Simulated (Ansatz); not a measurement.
**GeSiH4F (SMILES F[SiH][GeH3]): UHF/STO-3G**

Aim: the electronic atomisation energy of GeSiH4F at UHF/STO-3G, from 5 runs. 

The calculation is run with Ansatz 0.2.0.

33 further runs of the same task are left out: 33 set aside as unsound or not needed. Runs told in other sessions of the task aren't counted.

### Step 1. The structure to begin with

The species is GeSiH4F (7 atoms), meant as a doublet with charge 0. As SMILES, `F[SiH][GeH3]`. The coordinates come from a PBE0-D4/def2-TZVP relaxation.

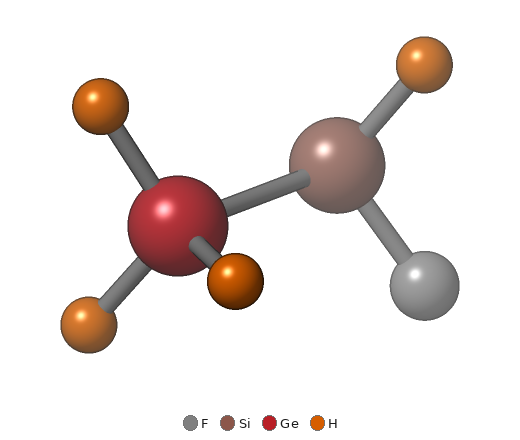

The structure, seen from a chosen angle (fluorine grey, silicon brown, germanium red, hydrogen orange).

### Step 2. A single-point energy at UHF/STO-3G

Input file molecule.yaml:

```yaml
crystal:
  periodic: [false, false, false]
  atoms:
    - {symbol: F, position_ang: [-0.828200, -1.797600, 1.409500]}
    - {symbol: Si, position_ang: [-0.880400, -1.140500, -0.059400]}
    - {symbol: Ge, position_ang: [0.333800, 0.913400, -0.081600]}
    - {symbol: H, position_ang: [-0.325400, -2.158700, -1.001700]}
    - {symbol: H, position_ang: [0.289700, 1.465200, -1.516000]}
    - {symbol: H, position_ang: [-0.331000, 1.924700, 0.863100]}
    - {symbol: H, position_ang: [1.802700, 0.725500, 0.340400]}
basis:
  gaussian:
    orbitals: STO-3G
magnetization:
  spin_polarized: true
  initial_magnetization: 1
hamiltonian:
  xc: hf
accuracy: high
output: {orbitals: {seedname: orbitals}}
```

Started as:

```console
$ ansatz run molecule.yaml --threads 1 --pin off --max-ram 3480MiB --events-out events.jsonl --progress --plain --runs-dir runs
```

Output:

```text
Warning: RAYON_NUM_THREADS=1 ignored (pool sized by the plan → 1); use --threads N
Functional definition: HF
  name "HF"
  exchange = exact_x
  correlation = 0
597 factors; integrals over basis functions are off by at most 2.0e-8 eV
mean field evaluation 1: about -66331.6507 eV, gradient 1.2e1 eV
mean field evaluation 2: about -66331.6929 eV, gradient 1.2e1 eV
mean field evaluation 4: about -66333.3936 eV, gradient 1.3e0 eV
mean field evaluation 8: about -66333.4383 eV, gradient 1.4e-2 eV
mean field -66333.43831870 eV, -2437.7088957927 hartree, gradient 7.9e-8 eV, S^2 0.752159; 0 other end points of the search recorded, 0 dependent functions left out
reference -66333.43831870 eV, -2437.7088957927 hartree; 30, 29 occupied and 6, 7 virtual orbitals, 597 factors
Total energy: -66333.43831870 eV, -2437.7088957927 hartree
```

Wall time 0.8 s (1 thread of Arm Neoverse N1, shared host); peak memory 0.097 GiB.

### Step 3. The F atom

Input file molecule.yaml:

```yaml
crystal:
  periodic: [false, false, false]
  atoms:
    - symbol: F
      position_ang: [0.000000, 0.000000, 0.000000]
basis:
  gaussian:
    orbitals: STO-3G
magnetization:
  spin_polarized: true
  initial_magnetization: 1
hamiltonian:
  xc: hf
accuracy: high
```

Run the same way, it converges to -97.98651 Eh (log not shown).

### Step 4. The Ge atom, same level

Input file job.yaml:

```yaml
crystal:
  periodic: [false, false, false]
  atoms:
    - symbol: Ge
      position_ang: [0.000000, 0.000000, 0.000000]
basis:
  gaussian: {orbitals: STO-3G}
hamiltonian: {xc: hf}
magnetization: {spin_polarized: true, initial_magnetization: 2}
accuracy: high
```

Started as:

```console
$ ansatz run job.yaml --threads 1 --pin off --max-ram 3480MiB --events-out events.jsonl --progress --plain --runs-dir runs
```

Output:

```text
Warning: RAYON_NUM_THREADS=1 ignored (pool sized by the plan → 1); use --threads N
[... 4 set-up lines as earlier in the session ...]
138 factors; integrals over basis functions are off by at most 4.5e-9 eV
mean field evaluation 1: about -55827.8553 eV, gradient 5.4e-1 eV
mean field evaluation 2: about -55827.8661 eV, gradient 5.4e-1 eV
mean field evaluation 4: about -55827.8667 eV, gradient 2.4e-6 eV
mean field evaluation 8: about -55827.8667 eV, gradient 9.1e-2 eV
mean field evaluation 16: about -55827.8667 eV, gradient 1.1e-8 eV
mean field -55827.86669962 eV, -2051.6362597239 hartree, gradient 4.0e-9 eV, S^2 2.000002; 1 other end points of the search recorded, 0 dependent functions left out
reference -55827.86669962 eV, -2051.6362597239 hartree; 17, 15 occupied and 1, 3 virtual orbitals, 138 factors
Total energy: -55827.86669962 eV, -2051.6362597239 hartree
```

Run time: 0.12 s. Hardware: 1 thread of Arm Neoverse N1, shared host.

### Step 5. The H atom at the same level

Input file molecule.yaml:

```yaml
crystal:
  periodic: [false, false, false]
  atoms:
    - {symbol: H, position_ang: [0.000000, 0.000000, 0.000000]}
basis:
  gaussian:
    orbitals: STO-3G
total_charge: 0
magnetization:
  spin_polarized: true
  initial_magnetization: 1
hamiltonian:
  xc: hf
accuracy: high
```

Run the same way, it converges to -0.46658 Eh (log not shown).

### Step 6. The Si atom

Input file run.yaml:

```yaml
crystal:
  periodic: [false, false, false]
  atoms:
    - symbol: Si
      position_ang: [0.000000, 0.000000, 0.000000]
basis:
  gaussian: {orbitals: STO-3G}
magnetization: {spin_polarized: true, initial_magnetization: 2}
hamiltonian: {xc: hf}
accuracy: high
```

Run the same way, it converges to -285.46622 Eh (log not shown).

### Step 7. Summary of results

At UHF/STO-3G:

```
                                    quantity           value
                      molecule: total energy  -2437.70890 Eh
molecule: HOMO energy (highest over α and β)        -5.93 eV
 molecule: LUMO energy (lowest over α and β)         5.79 eV
                              molecule: ⟨S²⟩           0.752
                        F atom: total energy    -97.98651 Eh
                                F atom: ⟨S²⟩           0.750
                       Ge atom: total energy  -2051.63626 Eh
                               Ge atom: ⟨S²⟩           2.000
                        H atom: total energy     -0.46658 Eh
                                H atom: ⟨S²⟩           0.750
                       Si atom: total energy   -285.46622 Eh
                               Si atom: ⟨S²⟩           2.000
               electronic atomisation energy       20.506 eV
```

What this shows: Taking the molecule apart into free atoms costs 20.51 eV (1979 kJ/mol), before zero-point energy and without spin-orbit coupling. Hartree–Fock lacks the correlation of the bonding pairs, which as a rule makes this value much too low; in minimal bases other errors can mask that. In a minimal basis such a difference can be off by several eV, whatever the method.
